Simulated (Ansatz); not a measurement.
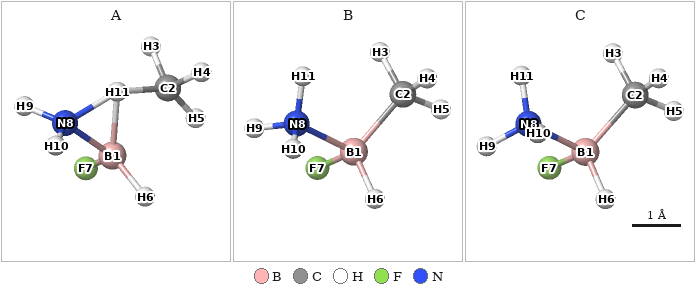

3 geometries from a converged minimum-energy path of CH₇BFN, shuffled. The picture is a ball-and-stick view, seen at a tilt.

Theory: RKS PBE-D4/def2-SVP in Ansatz. Run with 9 movable images; climbing image; force threshold 0.03 eV/Å; iteration limit 60; starting path through a guess of the saddle point.

Q: Which of them lies highest in energy?

A: A. In order along the path, whose images run from 0 to 10: C (image 1, +2.5 kJ/mol), B (image 2, +5.7 kJ/mol), A (image 4, +151.4 kJ/mol). Breaking: B1–C2 (1.61 → 1.86 at the top → 3.59 Å), N8–H11 (1.03 → 1.35 at the top → 3.06 Å). Forming: C2–H11 (2.81 → 1.38 at the top → 1.11 Å).

The run took 4.2 min on 2 threads of Intel(R) Xeon(R) Platinum 8488C (Sapphire Rapids), on a shared host, peak memory 0.14 GiB.
